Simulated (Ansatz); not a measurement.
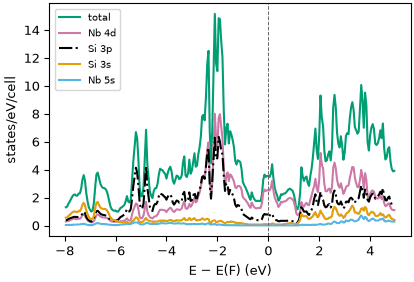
Total and projected density of states of NbSi2 in space group P6_222 (No. 180; Nb on 3d, Si on 6j), PBE in the plane-wave PAW code Ansatz

Which orbitals carry the states next to the Fermi level?

Within 0.5 eV of the Fermi level: Nb 4d 72 %, Si 3p 20 %. Projections are on Löwdin-orthogonalised atomic valence shells; empty p or d shells of many metals are not among them.

Where is the tallest occupied peak in this window, and what makes it?

Near -2.1 eV, about 15 states/eV per cell; the largest projected share is Nb 4d.

The PBE relaxation kept the symmetry of its start. No spin polarisation was allowed. Scalar-relativistic: spin–orbit coupling is off unless named, which matters more the heavier the elements.

Potentials: the later of the program's two PAW sets.
